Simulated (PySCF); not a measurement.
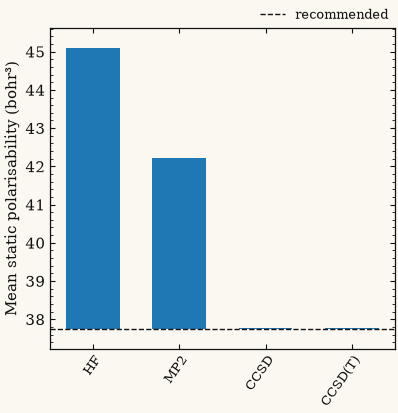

The mean static polarisability of neutral beryllium ([He] 2s²) across levels of theory. Finite fields; PySCF, aug-cc-pVDZ, non-relativistic, unrestricted single determinants, no spin-orbit coupling. 2 core electrons frozen.

### How do the methods compare?

The values run from 37.76 bohr³ (CCSD and CCSD(T)) to 45.10 bohr³ (HF). The recommended value is 37.74 ± 0.03 bohr³; nearest to it come CCSD(T) (+0.02) and CCSD (+0.02), furthest HF (+7.36 bohr³).

| Method | Mean static polarisability (bohr³) |
| --- | --- |
| HF | 45.10 |
| MP2 | 42.22 |
| CCSD | 37.76 |
| CCSD(T) | 37.76 |
